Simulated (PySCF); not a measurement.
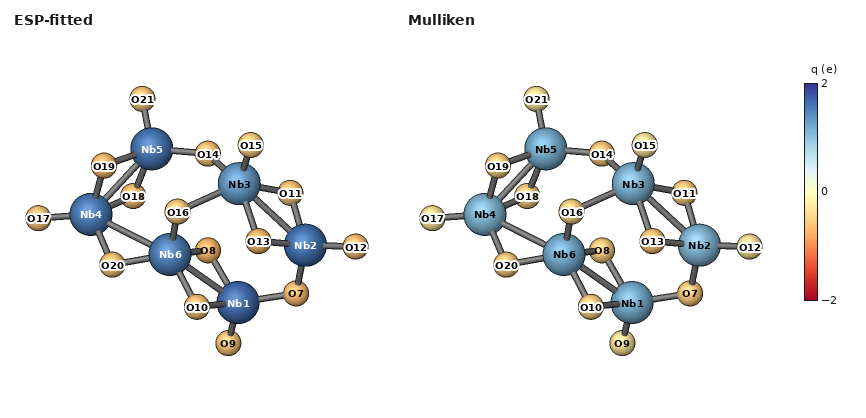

Atomic charges of one calculation by 2 schemes, on one colour scale. Charge 0, singlet. The computed structure is the end point of a GFN1-xTB optimisation. No frequency run is at hand to confirm it as a minimum. Level of theory: CAM-B3LYP/def2-SVP, core potentials on Nb (PySCF 2.14.0).

Question. Which scheme gives the most polar picture (largest mean size of the charges)?

Answer. The ESP-fitted charges are the largest in size here.

Question. On which atom do the schemes disagree most?

Answer. On Nb2 (from 1.08 to 1.60 e).

List the charges (e), one line for each set of equivalent atoms.

```json
{"atom": "Nb1", "ESP-fitted": "1.63", "Mulliken": "1.17"}
{"atom": "Nb2", "ESP-fitted": "1.60", "Mulliken": "1.08"}
{"atom": "Nb3", "ESP-fitted": "1.31", "Mulliken": "1.11"}
{"atom": "Nb4", "ESP-fitted": "1.53", "Mulliken": "1.08"}
{"atom": "Nb5", "ESP-fitted": "1.58", "Mulliken": "1.17"}
{"atom": "Nb6", "ESP-fitted": "1.50", "Mulliken": "1.18"}
{"atom": "O7", "ESP-fitted": "−0.65", "Mulliken": "−0.55"}
{"atom": "O8", "ESP-fitted": "−0.71", "Mulliken": "−0.52"}
{"atom": "O9", "ESP-fitted": "−0.58", "Mulliken": "−0.29"}
{"atom": "O10", "ESP-fitted": "−0.60", "Mulliken": "−0.49"}
{"atom": "O11", "ESP-fitted": "−0.62", "Mulliken": "−0.52"}
{"atom": "O12", "ESP-fitted": "−0.62", "Mulliken": "−0.33"}
{"atom": "O13", "ESP-fitted": "−0.70", "Mulliken": "−0.56"}
{"atom": "O14", "ESP-fitted": "−0.58", "Mulliken": "−0.58"}
{"atom": "O15", "ESP-fitted": "−0.49", "Mulliken": "−0.28"}
{"atom": "O16", "ESP-fitted": "−0.54", "Mulliken": "−0.48"}
{"atom": "O17", "ESP-fitted": "−0.57", "Mulliken": "−0.31"}
{"atom": "O18", "ESP-fitted": "−0.66", "Mulliken": "−0.52"}
{"atom": "O19", "ESP-fitted": "−0.66", "Mulliken": "−0.51"}
{"atom": "O20", "ESP-fitted": "−0.59", "Mulliken": "−0.53"}
{"atom": "O21", "ESP-fitted": "−0.57", "Mulliken": "−0.30"}
```

The geometry is semi-empirical. Around Nb such bond lengths and angles can be off by a tenth of an ångström or more and by several degrees, and values that hang on the shape move with them.
